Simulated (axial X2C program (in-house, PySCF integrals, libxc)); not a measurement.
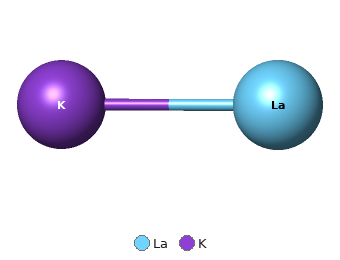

**Figure 1.** The molecule at the reference distance of 3.669 Å.

# LaK⁺: relativistic diatomic calculation

System: LaK⁺. The reference is closed-shell LaK; the roots are the vertical energies to take an electron from it, which leaves states of LaK⁺. The distance is the PBE0 minimum at charge 0.
Method: EOM-IP-CCSD, two-component X2C with atomic mean-field Coulomb and Gaunt terms, La dyall-cv3z, K dyall-cv3z (cores contracted) (axial X2C program (in-house, PySCF integrals, libxc)).

## Input file
```
{"zs": [57, 19], "q": 1, "bas": ["dyall-cv3z", "dyall-cv3z"], "r0": 3.76, "eom": "ip", "rq": 0, "thr": -2.0, "nmax": 95, "grid": [1, 0.96, 1.045, 0.92, 1.09, 1.15]}
```

The line is the task of a batch: nuclear charges, charge, bases, a first guess of the distance and further settings. This report covers the levels named above. The log is that of the reference distance 3.669 Å.

Launched within a batch (the task file carries these settings):
```bash
python <driver script> task.json out
```

## The program's output
```
two-component X2C + atomic mean field  HF
basis functions 251  fitting functions 1094  grid points 5807
iter        total energy     max residual
   1      -9086.155790137     7.76e+00
   2      -9087.130350780     2.22e+00
   3      -9087.210272517     5.52e-01
   4      -9087.215562469     9.35e-02
   5      -9087.216391340     4.75e-02
   6      -9087.216823578     4.38e-02
   7      -9087.217099185     1.37e-02
   8      -9087.217365593     1.53e-02
   9      -9087.217605382     2.10e-02
  10      -9087.217827694     1.80e-02
  11      -9087.217986698     7.36e-03
  12      -9087.218061700     4.90e-03
  13      -9087.218088009     3.90e-03
  14      -9087.218101000     2.19e-03
  15      -9087.218113425     1.33e-03
  16      -9087.218126550     3.30e-03
  17      -9087.218135262     2.73e-03
  18      -9087.218138594     8.79e-04
  19      -9087.218139345     1.48e-04
  20      -9087.218139497     2.51e-04
  21      -9087.218139538     1.10e-04
  22      -9087.218139555     3.18e-05
  23      -9087.218139565     7.40e-05
  24      -9087.218139570     5.77e-05
  25      -9087.218139573     1.53e-05
  26      -9087.218139573     5.00e-06
  27      -9087.218139573     6.20e-06
  28      -9087.218139573     2.09e-06
  29      -9087.218139573     3.38e-07
converged
one-electron -12705.63581282  Coulomb 3703.33406338  exact exchange -235.40098520  xc functional 0.00000000  nuclear repulsion 156.20030510  atomic mean-field constant -5.71571003
correlated 20  virtual 350  natural virtual 82  E(MP2) -0.510146041  MP2 remainder -0.080384486
iter   CCSD correlation   residual
   1     -0.450929384   1.69e-01
   2     -0.462266249   8.52e-02
   3     -0.464615894   4.52e-02
   4     -0.464318770   2.22e-02
   5     -0.464587485   9.62e-03
   6     -0.464648724   5.11e-03
   7     -0.464686010   2.62e-03
   8     -0.464685770   1.45e-03
   9     -0.464673397   8.12e-04
  10     -0.464679241   4.87e-04
  11     -0.464682911   3.25e-04
  12     -0.464685296   2.17e-04
  13     -0.464684722   1.54e-04
  14     -0.464684436   1.04e-04
  15     -0.464685005   6.72e-05
  16     -0.464685298   4.44e-05
  17     -0.464685637   3.10e-05
  18     -0.464685533   1.92e-05
  19     -0.464685392   1.16e-05
  20     -0.464685387   6.52e-06
(T) -0.01740666496798985  T1 0.0329  D1 0.1018  max T2 0.113
EOM-IP-CCSD roots
2*Omega      energy/Eh   energy/eV  one-particle weight
    1       0.15813886      4.3032      0.897
    1       0.17160713      4.6697      0.921
    1       0.22757373      6.1926      0.014
    1       0.24088286      6.5548      0.005
    3       0.21784149      5.9278      0.000
    3       0.22576824      6.1435      0.000
    3       0.23318406      6.3453      0.000
    5       0.22646612      6.1625      0.000
```

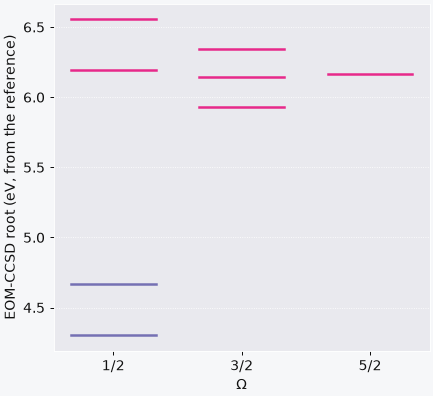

**Figure 2.** EOM-CCSD roots by Ω at 3.67 Å; roots whose one-particle weight is under 0.8 have the second colour. The lowest has Ω = 1/2 and lies at 4.303 eV, with one-particle weight 0.90. 6 of the 8 roots are less well described at this level.

## Key numbers

| quantity | value |
| --- | --- |
| outcome | converged |
| HF energy of the reference LaK | −9087.21814 hartree |
| MP2 energy of the reference LaK | −9087.72829 hartree |
| CCSD energy of the reference LaK (with the MP2 share of the virtual spinors left out of the coupled-cluster step) | −9087.76321 hartree |
| CCSD(T) energy of the reference LaK | −9087.78062 hartree |
| T1 diagnostic (spinor form; for a closed shell √2 times the usual value) | 0.033 |
| hardware | 1 thread of Arm Neoverse V1, 24 GiB of memory available, shared host |
| wall time | 22 s |
| peak memory | 1.2 GiB |
